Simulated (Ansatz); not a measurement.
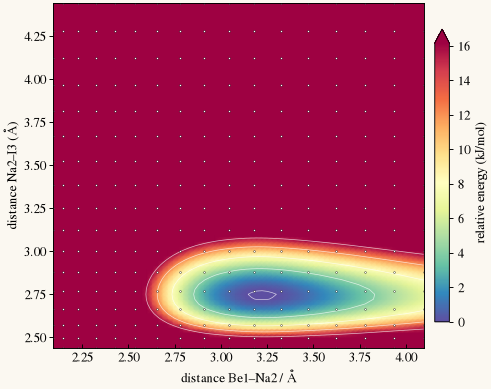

The system Be + NaI. Coordinates scanned: (1) distance Be1–Na2; (2) distance Na2–I3. Nothing is relaxed (the angle Be1–Na2–I3 is fixed at 180 degrees). The grid has 17 × 17 points. Points are written as (first, second). All energies are given in kJ/mol relative to the lowest grid point. The reference is spin-restricted, so regions where a bond is pulled apart into radicals lie too high. These are results of Ansatz 0.2.0, RKS PBE0-D4/def2-SVPD, not measurements.

Drawn: a smooth colour map with a few white contour lines, dots at the grid points, one colour for all values above the top of the scale. Between grid points the surface is interpolated.

Estimate the position of the minimum and the force constants in these coordinates.

The interpolated minimum is at distance Be1–Na2 ≈ 3.219 Å, distance Na2–I3 ≈ 2.745 Å. The curvatures there are about 0.56 eV/Å² and 4.3 eV/Å², with a cross term of about 0.04 eV/Å². Round the minimum the two coordinates are nearly uncoupled. (1 eV is 96.5 kJ/mol.)
